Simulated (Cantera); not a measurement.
Feed: 1 mol Si, 2.2 mol NF₃, 0.12 mol H₂, equilibrated at 38.0 mbar.

These are equilibrium values from Cantera (NASA tables, ideal gas, pure condensed phases), not measurements of a reactor. Candidate condensed phases: Si, Si₃N₄; 37 gas species. The numbers say what is thermodynamically allowed, not how fast it happens.

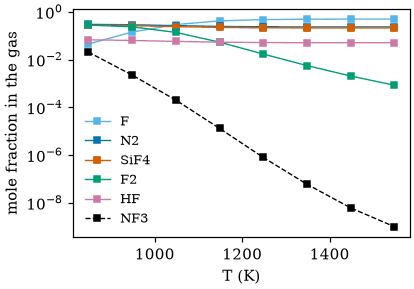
Equilibrium gas composition (values under 1e-9 drawn at 1e-9)

From 848 K to 1548 K nothing is condensed. The main Si-bearing gas is SiF₄ throughout.
